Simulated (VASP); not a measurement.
Band structure of RbBr (rock salt). Computed with RPBE GGA, VASP's PBE PAW potentials (set 64) (plane waves; VASP).

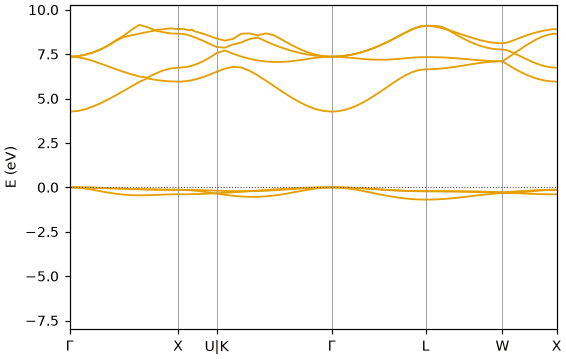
Figure: Bands along high-symmetry lines, zero at the valence-band maximum or, without a gap, the Fermi level

Problem. Read the plot: is there a gap, and where are the band edges?

Solution. The gap is direct, 4.26 eV, from the valence maximum at Γ to the conduction minimum at Γ. (Edges off the drawn lines would not show.)

Measured: gap 7.20 eV (computed value off by -2.94 eV), as given by Aguado et al., (1998), arXiv:cond-mat/9809176.

The compound is RbBr in the rock salt structure. It was relaxed first, which changed the volume by +17 %.
